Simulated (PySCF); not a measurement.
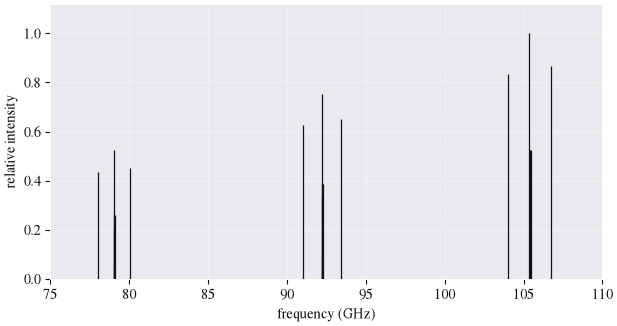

Simulated rotational absorption lines between 75 and 110 GHz at 40 K: rigid rotor with the equilibrium constants and dipole of one optimised conformer (PBE0-D3(BJ)/def2-SVP, PySCF 2.14.0), commonest isotopes; no centrifugal distortion, hyperfine structure, internal rotation or nuclear-spin weights; lines within 1 MHz of each other are summed.

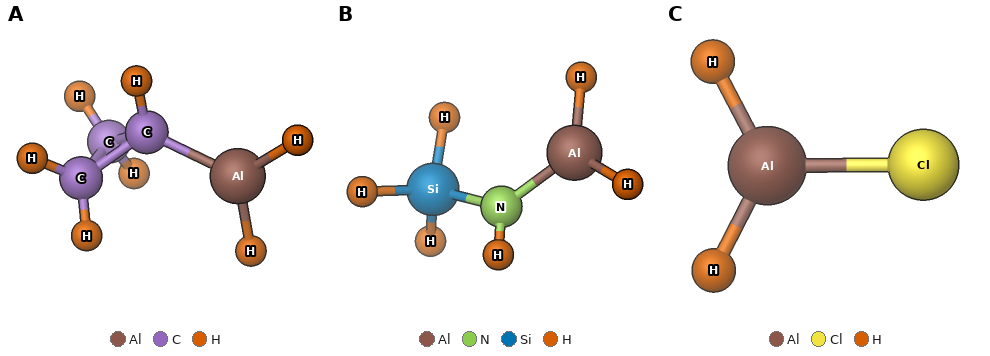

**Which molecule gives this spectrum? Choose among the lettered structures.**

Structure C, AlH₂Cl, SMILES [AlH2][Cl], singlet. Rotational constants A, B, C = 127.8, 6.758, 6.419 GHz, |μa|, |μb|, |μc| = 1.25, 0.00, 0.01 D.

Note: coarse grid, loose stop and no frequency check, small forces are noise and the end may be a saddle.
